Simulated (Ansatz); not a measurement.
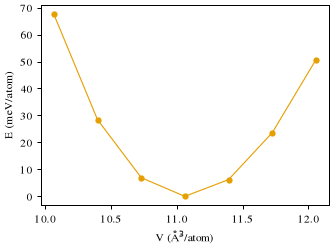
Figure: VN in space group P4_2/mmc (No. 131; V on 2c, N on 2e) under volume change, HSE06 (plane waves, PAW; program Ansatz), shape and atoms relaxed at each volume.

Q: What does a third-order Birch–Murnaghan fit give for V₀, B₀ and B′?

A: V₀ = 11.06 Å³/atom, B₀ = 208 GPa, B′ = 4.0.

The cell is a constructed one: a structure type filled with these elements; neither database checked (COD, Materials Project) lists it. It is not the phase usual at ambient conditions (space group No. 225). Symmetry was held in the HSE06 relaxation; its stability against distortions is not shown here. Magnetic state: ferromagnetic, the only order run, not a proven ground state. Other orbital occupations within this spin state were not tried. The hybrid run found no gap, on a coarse k-mesh.

Potentials: the later of the program's two PAW sets.
